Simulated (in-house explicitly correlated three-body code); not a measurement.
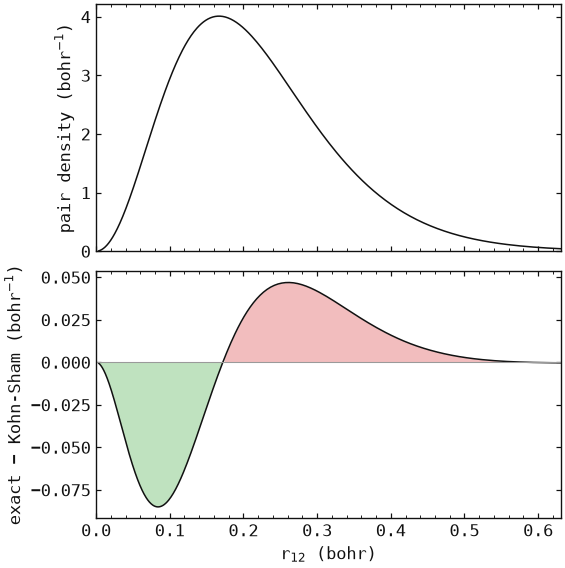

Two electrons around a point charge Z = 10.5. Computed variationally in 260 exponentially correlated functions with an in-house code, non-relativistic, converged to about 10⁻⁸ of the energy. The plot shows the distribution of the distance r₁₂ between the electrons in the ground state (one pair, times 4πr₁₂²) and its difference from that of the Kohn-Sham determinant with the same density, the Coulomb hole.

Q: How large and how deep is the Coulomb hole?

A: The pair density peaks near r₁₂ = 0.17 bohr, and ⟨r₁₂⟩ = 0.2181 bohr. Correlation takes weight from short distances: the hole is deepest (−0.085 bohr⁻¹) near 0.084 bohr and first changes sign near 0.17 bohr, moving 0.83 % of the pair outwards. The mean cosine of the angle between the electrons is −0.0127, and the density-functional correlation energy is −45.73 millihartree.
